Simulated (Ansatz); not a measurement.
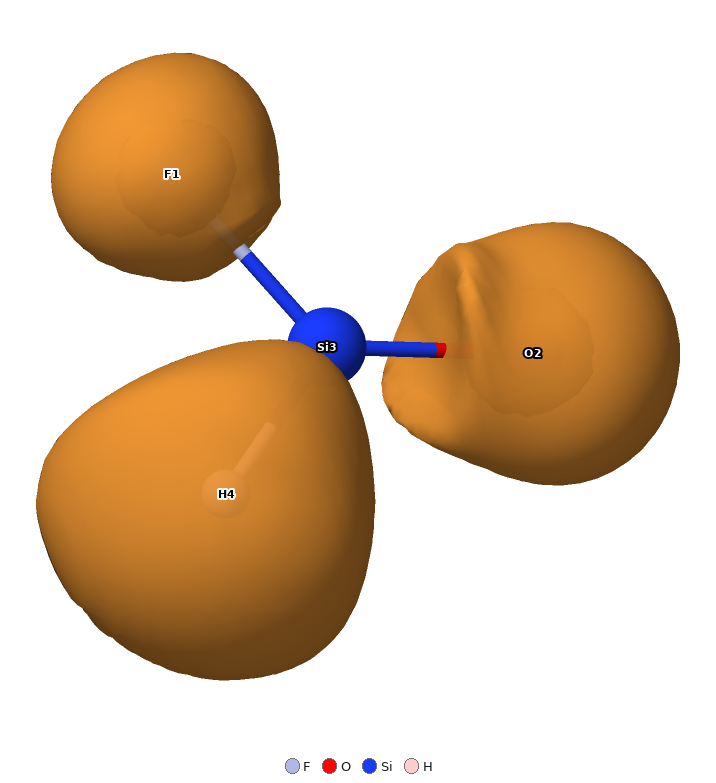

*FHOSi (SMILES O=[SiH]F). Isosurface of the electron localisation function at 0.75 (orange), seen at a tilt. Core shells and regions of very low density are left out.*

Geometry: B3LYP-D3(BJ)/6-311G**.

Method: Ansatz 0.2.0, isolated molecule in a Gaussian basis; Kohn-Sham density functional theory, functional PBE0.

**Describe the localisation domains.**

The surface consists of one region around a hydrogen nucleus, one region wrapped around F (its lone pairs, merged into a ring or cap) and one region wrapped around O (its lone pairs, merged into a ring or cap).

Values along the shortest contacts:
Si–O (1.52 Å): the ELF peaks at about 0.85 between the atoms: a polar covalent bond. Si–F (1.60 Å): the ELF peaks at about 0.85 in the valence shell of F, 0.6 Å from its nucleus, and is about 0.50 at the midpoint.
